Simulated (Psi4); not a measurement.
# TiH4O4 (SMILES O[Ti](O)(O)O) at wB97X-V/def2-SVP

Aim: the energy change on altering one bond length of TiH4O4 at wB97X-V/def2-SVP, from 2 runs. 

The calculation is run with Psi4 1.11.

## Step 1: The structure to begin with

TiH4O4: 9 atoms, total charge 0, spin state singlet. As SMILES, `O[Ti](O)(O)O`. Geometry: relaxed at PBE0-D4/def2-TZVP. This is one conformer, not always the lowest.

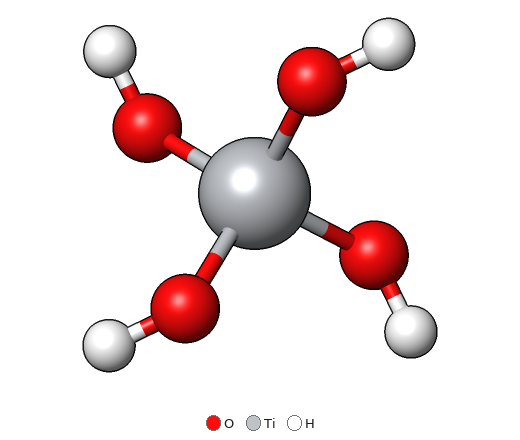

Viewed from a chosen angle; oxygen red, titanium light grey, hydrogen white.

## Step 2: The energy at wB97X-V/def2-SVP

job.in

```
memory 2200 MB

molecule {
  0 1
  O     -0.125250     1.268390    -1.272730
  Ti     0.000070     0.000090    -0.000050
  O      1.651710    -0.715310    -0.066120
  O     -1.235630    -1.279200    -0.283830
  O     -0.290490     0.726280     1.622320
  H     -0.813470     1.413950    -1.922910
  H      2.270980    -0.885970     0.644480
  H     -1.123140    -2.176250    -0.600550
  H     -0.334770     1.648010     1.879390
  symmetry c1
  no_reorient
  no_com
}

set {
  basis def2-SVP
  puream true
  e_convergence 1e-09
  d_convergence 1e-08
  scf_type pk
  dft_radial_points 99
  dft_spherical_points 590
}

e = energy('wb97x-v')
```

Command:

```
psi4 -i job.in -o job.out -n 1
```

job.out:

```text
[...]
  Running in c1 symmetry.
[...]
  Nuclear repulsion =  327.335093136810883
[...]
  Multiplicity = 1
[...]
  Nalpha       = 29
  Nbeta        = 29
[...]
    Number of basis functions: 107
[...]
   @RKS iter   1: -1151.65522404928947   -1.25179e+00   1.24974e-02 DIIS/ADIIS
[...]
   @RKS iter  14: -1152.40352561337795   -9.09495e-13   2.43632e-09 DIIS
[...]
    Orbital Energies [Eh]
    ---------------------
    Doubly Occupied:
       1A   -178.888758     2A    -20.070373     3A    -19.207414
       4A    -19.207380     5A    -19.207361     6A    -19.207355
       7A    -16.782851     8A    -16.782353     9A    -16.782352
      10A     -2.555318    11A     -1.665457    12A     -1.663658
      13A     -1.663653    14A     -1.076262    15A     -1.064540
      16A     -1.064156    17A     -1.064147    18A     -0.589409
      19A     -0.589289    20A     -0.589272    21A     -0.585143
      22A     -0.467625    23A     -0.459153    24A     -0.450244
      25A     -0.438629    26A     -0.438624    27A     -0.407669
      28A     -0.407077    29A     -0.407062
[...]
  @RKS Final Energy: -1152.40352561337795
   => Energetics <=
    Nuclear Repulsion Energy =            327.3350931368108832
    One-Electron Energy =               -2232.9430387191505361
    Two-Electron Energy =                 810.5874472939543693
    DFT Exchange-Correlation Energy =     -57.6182127682771608
    Empirical Dispersion Energy =           0.0000000000000000
    VV10 Nonlocal Energy =                  0.2351854432843562
    Total Energy =                      -1152.4035256133779512
[...]
 Multipole Moments:
 ------------------------------------------------------------------------------------
     Multipole            Electronic (a.u.)      Nuclear  (a.u.)        Total (a.u.)
 ------------------------------------------------------------------------------------
 L = 1.  Multiply by 2.5417464519 to convert [e a0] to [Debye]
 Dipole X            :         -0.0078399            0.0072943           -0.0005455
 Dipole Y            :         -0.0056821            0.0056692           -0.0000130
 Dipole Z            :          0.0073727           -0.0067463            0.0006263
 Magnitude           :                                                    0.0008307
[...]
```

It took 3.3 min on 1 thread of Intel Xeon Platinum 8375C at 2.90GHz (Ice Lake), shared host; peak memory 1.2 GiB.

## Step 3: The distorted shape

h4o4ti.py

```python
import psi4

psi4.set_memory(2200000000)
psi4.set_num_threads(1)
psi4.set_output_file('h4o4ti.out', False)

molecule = psi4.geometry("""
O     -0.35510222     3.59532300    -3.60766292
Ti     0.00013228     0.00017008    -0.00009449
O      3.12127954    -1.35173999    -0.12494869
O     -2.33500229    -2.41733766    -0.53636097
O     -0.54894654     1.37247029     3.06574049
H     -1.65564953     3.87039154    -4.83632505
H      4.29153023    -1.67424065     1.21789069
H     -2.12242700    -4.11251648    -1.13487502
H     -0.63262361     3.11428755     3.55153238
units au
symmetry c1
no_reorient
no_com
""")

psi4.set_options({
    'basis': 'def2-SVP',
    'reference': 'rks',
    'puream': True,
    'e_convergence': 1e-09,
    'd_convergence': 1e-08,
    'scf_type': 'pk',
    'dft_radial_points': 99,
    'dft_spherical_points': 590,
})

e_tot = psi4.energy("wb97x-v")
print(f'wb97x-v energy: {e_tot:.10f} Eh')
for k, v in sorted(psi4.core.scalar_variables().items()):
    print(f'{k:45s} {v:18.10f}')
```

Command:

```
python h4o4ti.py
```

h4o4ti.out:

```text
[...]
  Running in c1 symmetry.
[...]
  Nuclear repulsion =  300.392787347535943
[...]
  Multiplicity = 1
[...]
  Nalpha       = 29
  Nbeta        = 29
[...]
    Number of basis functions: 107
[...]
   @RKS iter   1: -1151.36899098313779   -1.23048e+00   1.30468e-02 DIIS/ADIIS
[...]
   @RKS iter  19: -1152.27525039797138   -8.41283e-12   4.76818e-09 DIIS
[...]
    Orbital Energies [Eh]
    ---------------------
    Doubly Occupied:
       1A   -178.964362     2A    -20.139326     3A    -19.255563
       4A    -19.251016     5A    -19.250450     6A    -19.113282
       7A    -16.852830     8A    -16.852206     9A    -16.851516
      10A     -2.613948    11A     -1.723253    12A     -1.721174
      13A     -1.712587    14A     -1.114649    15A     -1.106463
      16A     -1.103580    17A     -0.949138    18A     -0.632473
      19A     -0.628737    20A     -0.625450    21A     -0.504258
      22A     -0.493662    23A     -0.480673    24A     -0.473068
      25A     -0.457830    26A     -0.449541    27A     -0.445260
      28A     -0.304441    29A     -0.296957
[...]
  @RKS Final Energy: -1152.27525039797138
   => Energetics <=
    Nuclear Repulsion Energy =            300.3927873475359434
    One-Electron Energy =               -2177.7002841020675987
    Two-Electron Energy =                 782.3024869847631635
    DFT Exchange-Correlation Energy =     -57.5079846614246151
    Empirical Dispersion Energy =           0.0000000000000000
    VV10 Nonlocal Energy =                  0.2377440332217224
    Total Energy =                      -1152.2752503979713765
[...]
 Multipole Moments:
 ------------------------------------------------------------------------------------
     Multipole            Electronic (a.u.)      Nuclear  (a.u.)        Total (a.u.)
 ------------------------------------------------------------------------------------
 L = 1.  Multiply by 2.5417464519 to convert [e a0] to [Debye]
 Dipole X            :          1.3200009           -1.0584318            0.2615690
 Dipole Y            :        -11.9659484           10.7913888           -1.1745596
 Dipole Z            :         12.1008130          -10.8297125            1.2711005
 Magnitude           :                                                    1.7503443
[...]
```

The script printed:

```text
wb97x-v energy: -1152.2752503980 Eh
CURRENT ENERGY                                  -1152.2752503980
CURRENT REFERENCE ENERGY                        -1152.2752503980
DD SOLVATION ENERGY                                 0.0000000000
DFT FUNCTIONAL TOTAL ENERGY                     -1152.2752503980
DFT TOTAL ENERGY                                -1152.2752503980
DFT VV10 ENERGY                                     0.2377440332
DFT XC ENERGY                                     -57.5079846614
GRID ELECTRONS ALPHA                               28.9999995684
GRID ELECTRONS BETA                                28.9999995684
GRID ELECTRONS TOTAL                               57.9999991369
NUCLEAR REPULSION ENERGY                          300.3927873475
ONE-ELECTRON ENERGY                             -2177.7002841021
PCM POLARIZATION ENERGY                             0.0000000000
PE ENERGY                                           0.0000000000
SCF ITERATION ENERGY                            -1152.2752503980
SCF ITERATIONS                                     19.0000000000
SCF TOTAL ENERGY                                -1152.2752503980
TWO-ELECTRON ENERGY                               782.3024869848
XC GRID RADIAL POINTS                              99.0000000000
XC GRID SPHERICAL POINTS                          590.0000000000
XC GRID TOTAL POINTS                           505134.0000000000
```

Wall time 4.2 min (1 thread of Intel Xeon Platinum 8375C at 2.90GHz (Ice Lake), shared host); peak memory 1.1 GiB.

## Step 4: Summary of results

At wB97X-V/def2-SVP:

| quantity | value |
| --- | --- |
| first shape: total energy | -1152.40353 Eh |
| first shape: dipole moment | 0.00 D |
| first shape: HOMO energy | -11.08 eV |
| first shape: LUMO energy | 1.39 eV |
| first shape: HOMO–LUMO gap | 12.47 eV |
| distorted shape: total energy | -1152.27525 Eh |
| distorted shape: dipole moment | 4.45 D |
| distorted shape: HOMO energy | -8.08 eV |
| distorted shape: LUMO energy | -0.49 eV |
| distorted shape: HOMO–LUMO gap | 7.60 eV |
| energy change with the O1–Ti2 bond stretched from 1.801 to 2.702 Å | 3.491 eV |

In words: With the O1–Ti2 bond stretched from 1.801 to 2.702 Å the energy rises by 3.49 eV (337 kJ/mol). The first shape isn't relaxed at this level, so the change isn't measured from a minimum.
